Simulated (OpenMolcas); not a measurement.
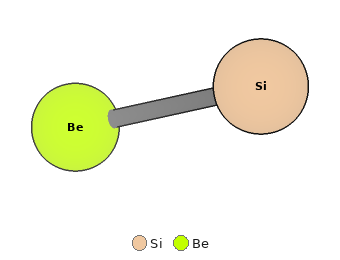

Figure 1. The molecule at the reference distance of 2.285 Å.

# SiBe: relativistic diatomic calculation (part 1 of 2)

SiBe. Computed at this level: SA-CASSCF(6,8)/XMS-CASPT2 + RASSI spin-orbit (X2C scalar, AMFI), ANO-RCC-VTZP (OpenMolcas).

### Input file
```
&GATEWAY
Coord
2
angstrom
Si 0.0 0.0 0.0
Be 0.0 0.0 2.2850
Basis=ANO-RCC-VTZP
Group=XY
RX2C
AMFI
ANGMom
0.0 0.0 0.0
RICD
&SEWARD
&GUESSORB
&RASSCF
FileOrb=$CurrDir/o31.orb
Symmetry=1
Spin=3
nActEl=6 0 0
Inactive=4 2
RAS2=4 4
CIRoot=8 8 1
Linear
Iterations=120 100
OrbListing=Nothing
PRWF=0.15
>>COPY $Project.RasOrb $CurrDir/o31.orb
>>COPY $Project.rasscf.h5 $CurrDir/r31.h5
&CASPT2
XMultistate=all
Imaginary=0.2
IPEA=0.25
MaxIter=40
>>COPY $Project.JobMix JOB001
&RASSCF
FileOrb=$CurrDir/o11.orb
Symmetry=1
Spin=1
nActEl=6 0 0
Inactive=4 2
RAS2=4 4
CIRoot=8 8 1
Linear
Iterations=120 100
OrbListing=Nothing
PRWF=0.15
>>COPY $Project.RasOrb $CurrDir/o11.orb
>>COPY $Project.rasscf.h5 $CurrDir/r11.h5
&CASPT2
XMultistate=all
Imaginary=0.2
IPEA=0.25
MaxIter=40
>>COPY $Project.JobMix JOB002
&RASSCF
FileOrb=$CurrDir/o12.orb
Symmetry=2
Spin=1
nActEl=6 0 0
Inactive=4 2
RAS2=4 4
CIRoot=4 4 1
Linear
Iterations=120 100
OrbListing=Nothing
PRWF=0.15
>>COPY $Project.RasOrb $CurrDir/o12.orb
>>COPY $Project.rasscf.h5 $CurrDir/r12.h5
&CASPT2
XMultistate=all
Imaginary=0.2
IPEA=0.25
MaxIter=40
>>COPY $Project.JobMix JOB003
&RASSCF
FileOrb=$CurrDir/o51.orb
Symmetry=1
Spin=5
nActEl=6 0 0
Inactive=4 2
RAS2=4 4
CIRoot=1 1 1
Linear
Iterations=120 100
OrbListing=Nothing
PRWF=0.15
>>COPY $Project.RasOrb $CurrDir/o51.orb
>>COPY $Project.rasscf.h5 $CurrDir/r51.h5
&CASPT2
XMultistate=all
Imaginary=0.2
IPEA=0.25
MaxIter=40
>>COPY $Project.JobMix JOB004
&RASSCF
FileOrb=$CurrDir/o52.orb
Symmetry=2
Spin=5
nActEl=6 0 0
Inactive=4 2
RAS2=4 4
CIRoot=2 2 1
Linear
Iterations=120 100
OrbListing=Nothing
PRWF=0.15
>>COPY $Project.RasOrb $CurrDir/o52.orb
>>COPY $Project.rasscf.h5 $CurrDir/r52.h5
&CASPT2
XMultistate=all
Imaginary=0.2
IPEA=0.25
MaxIter=40
>>COPY $Project.JobMix JOB005
&RASSI
Nr of JobIphs=5 8 8 4 1 2
1 2 3 4 5 6 7 8
1 2 3 4 5 6 7 8
1 2 3 4
1
1 2
SpinOrbit
EJob
Omega
MEES
MESO
Properties=4
'AngMom' 3 'Mltpl  1' 1 'Mltpl  1' 2 'Mltpl  1' 3
Thrs=1.0d-4
>>COPY $Project.rassi.h5 $CurrDir/so.h5
```

The first orbital files come from an earlier step.

Hardware: 1 CPU thread, shared host.

Run as:
```bash
pymolcas m.inp (one call a module block, same work directory)
```

### Log (extracts)
```
++    Wave function specifications:
      Number of closed shell electrons          12
      Number of electrons in active shells       6
      Number of inactive orbitals                6
      Number of active orbitals                  8
      Number of secondary orbitals              50
      Spin quantum number                      1.0
      State symmetry                             1
++    Orbital specifications:
      Symmetry species                           1   2
                                                 a   b
      Frozen orbitals                            0   0
      Inactive orbitals                          4   2
      Active orbitals                            4   4
      RAS2 orbitals                              4   4
      Secondary orbitals                        26  24
      Number of basis functions                 34  30
      printout of CI-coefficients larger than  0.15 for root  1
      energy=    -304.119699
      conf/sym  1111 2222     Coeff  Weight
             7  2200 uu00  -0.87664 0.76849
            49  u20d uu00   0.26837 0.07202
           103  0202 uu00   0.22926 0.05256
      printout of CI-coefficients larger than  0.15 for root  2
      energy=    -304.048321
      conf/sym  1111 2222     Coeff  Weight
             7  2200 uu00   0.20388 0.04157
             9  2200 0uu0   0.21184 0.04488
            10  2200 u00u  -0.21205 0.04496
            49  u20d uu00   0.20635 0.04258
           192  u20u du00   0.70152 0.49213
           193  u20u ud00  -0.49637 0.24638
      printout of CI-coefficients larger than  0.15 for root  3
      energy=    -304.035669
      conf/sym  1111 2222     Coeff  Weight
             8  2200 u0u0  -0.22147 0.04905
            11  2200 0u0u   0.22165 0.04913
           191  u20u 2000  -0.64067 0.41045
           194  u20u 0200   0.64044 0.41017
      printout of CI-coefficients larger than  0.15 for root  4
      energy=    -304.035669
      conf/sym  1111 2222     Coeff  Weight
             9  2200 0uu0   0.22158 0.04910
            10  2200 u00u   0.22154 0.04908
           192  u20u du00   0.52324 0.27378
           193  u20u ud00   0.73949 0.54685
      printout of CI-coefficients larger than  0.15 for root  5
      energy=    -304.024064
      conf/sym  1111 2222     Coeff  Weight
             8  2200 u0u0  -0.29009 0.08415
            11  2200 0u0u  -0.29046 0.08437
           191  u20u 2000  -0.59914 0.35897
           194  u20u 0200  -0.59915 0.35898
      printout of CI-coefficients larger than  0.15 for root  6
      energy=    -303.997849
      conf/sym  1111 2222     Coeff  Weight
             9  2200 0uu0  -0.44160 0.19501
            10  2200 u00u   0.46248 0.21389
            49  u20d uu00  -0.49465 0.24468
           192  u20u du00   0.29897 0.08938
           193  u20u ud00  -0.21775 0.04742
           198  u20u 0ud0   0.18002 0.03241
           203  u20u u00d  -0.18396 0.03384
      printout of CI-coefficients larger than  0.15 for root  7
      energy=    -303.997090
      conf/sym  1111 2222     Coeff  Weight
             8  2200 u0u0  -0.62202 0.38690
            11  2200 0u0u   0.62643 0.39242
           191  u20u 2000   0.21635 0.04681
           194  u20u 0200  -0.21884 0.04789
      printout of CI-coefficients larger than  0.15 for root  8
      energy=    -303.997090
      conf/sym  1111 2222     Coeff  Weight
             9  2200 0uu0  -0.63165 0.39898
            10  2200 u00u  -0.61664 0.38024
           192  u20u du00   0.18269 0.03338
           193  u20u ud00   0.24765 0.06133
      Natural orbitals and occupation numbers for root  1
      sym 1:   1.750643   1.963536   0.026705   0.206225
      sym 2:   0.983020   0.983022   0.043431   0.043418
      Natural orbitals and occupation numbers for root  2
      sym 1:   1.164901   1.942793   0.036482   0.836246
      sym 2:   0.934374   0.934287   0.075420   0.075498
      Natural orbitals and occupation numbers for root  3
      sym 1:   1.093315   1.959692   0.025639   0.900393
      sym 2:   0.918151   0.917642   0.092566   0.092602
      Natural orbitals and occupation numbers for root  4
      sym 1:   1.093314   1.959692   0.025639   0.900393
      sym 2:   0.917883   0.917913   0.092602   0.092564
      Natural orbitals and occupation numbers for root  5
      sym 1:   1.157599   1.937188   0.027620   0.830007
      sym 2:   0.885159   0.885426   0.138392   0.138609
      Natural orbitals and occupation numbers for root  6
      sym 1:   1.439199   1.930944   0.037139   0.530497
      sym 2:   0.738825   0.718754   0.291926   0.312716
      Natural orbitals and occupation numbers for root  7
      sym 1:   1.748269   1.954686   0.026757   0.214603
      sym 2:   0.567416   0.575859   0.453051   0.459358
      Natural orbitals and occupation numbers for root  8
      sym 1:   1.748182   1.954679   0.026760   0.214694
      sym 2:   0.562056   0.581410   0.466154   0.446065
      RASSCF energy for state  8                   -303.99708955
::    RASSCF root number  1 Total energy:   -304.11969881
::    RASSCF root number  2 Total energy:   -304.04832109
::    RASSCF root number  3 Total energy:   -304.03566877
::    RASSCF root number  4 Total energy:   -304.03566877
::    RASSCF root number  5 Total energy:   -304.02406445
::    RASSCF root number  6 Total energy:   -303.99784868
::    RASSCF root number  7 Total energy:   -303.99708979
::    RASSCF root number  8 Total energy:   -303.99708955
      Von Neumann Entropy (Root   1) =  1.86258
++    Wave function specifications:
      Number of closed shell electrons           6
      Number of electrons in active shells       6
      Number of inactive orbitals                3
      Number of active orbitals                  8
      Number of secondary orbitals              50
      Spin quantum number                      1.0
      State symmetry                             1
      Number of CSFs                           744
      Number of CASSCF root(s) available         8
      CASPT2 state passed to geometry opt.       8
      A file JOBMIX will be created
      This is a MULTI-STATE CASSCF reference
      Number of CI roots used                    8
      These are:                                 1   2   3   4   5   6   7   8
      Off-diagonal elements of Heff are computed
  FINAL CASPT2 RESULT:
      Reference energy:        -304.1196988102
      E2 (Non-variational):      -0.0843672159
      Shift correction:          -0.0017745632
      E2 (Variational):          -0.0861417792
      Total energy:            -304.2058405893
      Reference weight:           0.95164
  FINAL CASPT2 RESULT:
      Reference energy:        -304.0483210940
      E2 (Non-variational):      -0.0822315657
      Shift correction:          -0.0019126520
      E2 (Variational):          -0.0841442178
      Total energy:            -304.1324653118
      Reference weight:           0.95245
  FINAL CASPT2 RESULT:
      Reference energy:        -304.0356687740
      E2 (Non-variational):      -0.0873986006
      Shift correction:          -0.0020735816
      E2 (Variational):          -0.0894721822
      Total energy:            -304.1251409562
      Reference weight:           0.94758
  FINAL CASPT2 RESULT:
      Reference energy:        -304.0356687718
      E2 (Non-variational):      -0.0873950017
      Shift correction:          -0.0020734390
      E2 (Variational):          -0.0894684407
      Total energy:            -304.1251372125
      Reference weight:           0.94759
  FINAL CASPT2 RESULT:
      Reference energy:        -304.0240644496
      E2 (Non-variational):      -0.0823799122
      Shift correction:          -0.0020090541
      E2 (Variational):          -0.0843889663
      Total energy:            -304.1084534159
      Reference weight:           0.95140
  FINAL CASPT2 RESULT:
      Reference energy:        -303.9978486771
      E2 (Non-variational):      -0.0886555957
      Shift correction:          -0.0026373843
      E2 (Variational):          -0.0912929800
      Total energy:            -304.0891416571
      Reference weight:           0.94605
  FINAL CASPT2 RESULT:
      Reference energy:        -303.9970897852
      E2 (Non-variational):      -0.0900452046
      Shift correction:          -0.0026835243
      E2 (Variational):          -0.0927287289
      Total energy:            -304.0898185141
      Reference weight:           0.94460
  FINAL CASPT2 RESULT:
      Reference energy:        -303.9970895527
      E2 (Non-variational):      -0.0898939153
      Shift correction:          -0.0026557601
      E2 (Variational):          -0.0925496754
      Total energy:            -304.0896392281
      Reference weight:           0.94485
       Total XMS-CASPT2 energies:
::    XMS-CASPT2 Root  1     Total energy:   -304.20414814
::    XMS-CASPT2 Root  2     Total energy:   -304.13344218
::    XMS-CASPT2 Root  3     Total energy:   -304.12514210
::    XMS-CASPT2 Root  4     Total energy:   -304.12513454
::    XMS-CASPT2 Root  5     Total energy:   -304.10845308
::    XMS-CASPT2 Root  6     Total energy:   -304.08985679
::    XMS-CASPT2 Root  7     Total energy:   -304.08980773
::    XMS-CASPT2 Root  8     Total energy:   -304.08965232
++    Wave function specifications:
      Number of closed shell electrons          12
      Number of electrons in active shells       6
      Number of inactive orbitals                6
      Number of active orbitals                  8
      Number of secondary orbitals              50
      Spin quantum number                      0.0
      State symmetry                             1
      printout of CI-coefficients larger than  0.15 for root  1
      energy=    -304.085591
      conf/sym  1111 2222     Coeff  Weight
            11  2200 2000  -0.44881 0.20143
            12  2200 ud00   0.63595 0.40443
            13  2200 0200   0.44881 0.20143
      printout of CI-coefficients larger than  0.15 for root  2
      energy=    -304.085591
      conf/sym  1111 2222     Coeff  Weight
            11  2200 2000  -0.44968 0.20222
            12  2200 ud00  -0.63471 0.40286
            13  2200 0200   0.44968 0.20222
      printout of CI-coefficients larger than  0.15 for root  3
      energy=    -304.074754
      conf/sym  1111 2222     Coeff  Weight
            11  2200 2000   0.62118 0.38586
            13  2200 0200   0.62118 0.38586
      printout of CI-coefficients larger than  0.15 for root  4
      energy=    -304.027571
      conf/sym  1111 2222     Coeff  Weight
            15  2200 0ud0   0.47600 0.22658
            17  2200 u00d  -0.47600 0.22658
           235  u20u dd00  -0.67708 0.45844
      printout of CI-coefficients larger than  0.15 for root  5
      energy=    -303.991974
      conf/sym  1111 2222     Coeff  Weight
             5  2202 0000   0.84513 0.71425
            14  2200 u0d0   0.15068 0.02271
            18  2200 0u0d   0.15068 0.02271
      printout of CI-coefficients larger than  0.15 for root  6
      energy=    -303.990196
      conf/sym  1111 2222     Coeff  Weight
            15  2200 0ud0   0.45224 0.20452
            17  2200 u00d  -0.45224 0.20452
           217  u2u0 dd00  -0.18423 0.03394
           235  u20u dd00   0.64988 0.42235
           237  u20u 0dd0  -0.18066 0.03264
           238  u20u d00d   0.18066 0.03264
      printout of CI-coefficients larger than  0.15 for root  7
      energy=    -303.981390
      conf/sym  1111 2222     Coeff  Weight
            15  2200 0ud0  -0.48917 0.23929
            17  2200 u00d  -0.48918 0.23929
            19  2200 00ud  -0.16504 0.02724
            82  u20d ud00   0.59649 0.35580
      printout of CI-coefficients larger than  0.15 for root  8
      energy=    -303.981390
      conf/sym  1111 2222     Coeff  Weight
            14  2200 u0d0   0.48917 0.23929
            18  2200 0u0d  -0.48917 0.23929
            81  u20d 2000  -0.42178 0.17790
            83  u20d 0200   0.42178 0.17790
      Natural orbitals and occupation numbers for root  1
      sym 1:   1.801686   1.970235   0.018215   0.158594
      sym 2:   0.962888   0.962888   0.062748   0.062748
      Natural orbitals and occupation numbers for root  2
      sym 1:   1.801686   1.970235   0.018215   0.158594
      sym 2:   0.962888   0.962888   0.062748   0.062748
      Natural orbitals and occupation numbers for root  3
      sym 1:   1.793019   1.947205   0.018208   0.157356
      sym 2:   0.971908   0.971908   0.070199   0.070199
      Natural orbitals and occupation numbers for root  4
      sym 1:   1.428646   1.960730   0.031375   0.552265
      sym 2:   0.746190   0.746190   0.267302   0.267302
      Natural orbitals and occupation numbers for root  5
      sym 1:   1.900836   1.951313   0.027240   1.595190
      sym 2:   0.198243   0.198243   0.064467   0.064467
      Natural orbitals and occupation numbers for root  6
      sym 1:   1.397831   1.954943   0.036567   0.580865
      sym 2:   0.786304   0.786304   0.228593   0.228593
      Natural orbitals and occupation numbers for root  7
      sym 1:   1.494711   1.955966   0.026090   0.444068
      sym 2:   0.723790   0.723788   0.315793   0.315794
      Natural orbitals and occupation numbers for root  8
      sym 1:   1.494707   1.955965   0.026090   0.444071
      sym 2:   0.723789   0.723793   0.315791   0.315793
      RASSCF energy for state  8                   -303.98138970
::    RASSCF root number  1 Total energy:   -304.08559122
::    RASSCF root number  2 Total energy:   -304.08559122
::    RASSCF root number  3 Total energy:   -304.07475364
::    RASSCF root number  4 Total energy:   -304.02757085
::    RASSCF root number  5 Total energy:   -303.99197441
::    RASSCF root number  6 Total energy:   -303.99019566
::    RASSCF root number  7 Total energy:   -303.98138970
::    RASSCF root number  8 Total energy:   -303.98138970
      Von Neumann Entropy (Root   1) =  1.83752
++    Wave function specifications:
      Number of closed shell electrons           6
      Number of electrons in active shells       6
      Number of inactive orbitals                3
      Number of active orbitals                  8
      Number of secondary orbitals              50
      Spin quantum number                      0.0
      State symmetry                             1
      Number of CSFs                           600
      Number of CASSCF root(s) available         8
      CASPT2 state passed to geometry opt.       8
      A file JOBMIX will be created
      This is a MULTI-STATE CASSCF reference
      Number of CI roots used                    8
      These are:                                 1   2   3   4   5   6   7   8
      Off-diagonal elements of Heff are computed
  FINAL CASPT2 RESULT:
      Reference energy:        -304.0855912204
      E2 (Non-variational):      -0.0924310518
      Shift correction:          -0.0021271349
      E2 (Variational):          -0.0945581867
      Total energy:            -304.1801494071
      Reference weight:           0.94474
  FINAL CASPT2 RESULT:
      Reference energy:        -304.0855912204
      E2 (Non-variational):      -0.0926786810
      Shift correction:          -0.0021468137
      E2 (Variational):          -0.0948254947
      Total energy:            -304.1804167151
      Reference weight:           0.94443
  FINAL CASPT2 RESULT:
      Reference energy:        -304.0747536389
      E2 (Non-variational):      -0.0905923746
      Shift correction:          -0.0023275374
      E2 (Variational):          -0.0929199121
      Total energy:            -304.1676735509
      Reference weight:           0.94493
  FINAL CASPT2 RESULT:
      Reference energy:        -304.0275708520
      E2 (Non-variational):      -0.0878571331
      Shift correction:          -0.0024172893
      E2 (Variational):          -0.0902744224
      Total energy:            -304.1178452744
      Reference weight:           0.94703
  FINAL CASPT2 RESULT:
      Reference energy:        -303.9919744088
      E2 (Non-variational):      -0.097542SPIN-FREE ENERGIES:
  (Shifted by EMIN (a.u.) =       -304.2041481387)
 SF State       Relative EMIN(au)   Rel lowest level(eV)    D:o, cm**(-1)      Abs_M
     1             0.0000000000        0.0000000000              0.0000         0.0
     9             0.0231074831        0.6287866474           5071.5063         2.0
    10             0.0234004644        0.6367590761           5135.8083         2.0
    17             0.0269669860        0.7338090712           5918.5693         1.0
    18             0.0269669860        0.7338090712           5918.5693         1.0
    21             0.0366464955        0.9972019424           8042.9761         0.0
    11             0.0370471158        1.0081033770           8130.9021         0.0
     2             0.0707059551        1.9240070546          15518.1634         0.0
     3             0.0790060386        2.1498638315          17339.8212         2.0
     4             0.0790135958        2.1500694730          17341.4798         2.0
    12             0.0848148586        2.3079298759          18614.7098         0.0
     5             0.0956950626        2.6039953107          21002.6386         0.0
    13             0.1093101440        2.9744805497          23990.8036         0.0
    19             0.1103099994        3.0016880005          24210.2465         1.0
    20             0.1103099994        3.0016880005          24210.2465         1.0
    14             0.1137228078        3.0945552477          24959.2713         0.0
     6             0.1142913476        3.1100260028          25084.0514         0.1
     7             0.1143404090        3.1113610333          25094.8191         2.0
     8             0.1144958159        3.1155898705          25128.9270         2.0
    15             0.1183992328        3.2218072544          25985.6280         2.0
    16             0.1187735167        3.2319920376          26067.7738         2.0
    22             0.1295867540        3.5262352157          28441.0051         1.0
    23             0.1295867558        3.5262352653          28441.0055         1.0
```

(Continued in part 2.) Outcome of the run: converged; components of a degenerate state are split by 82 cm⁻¹.
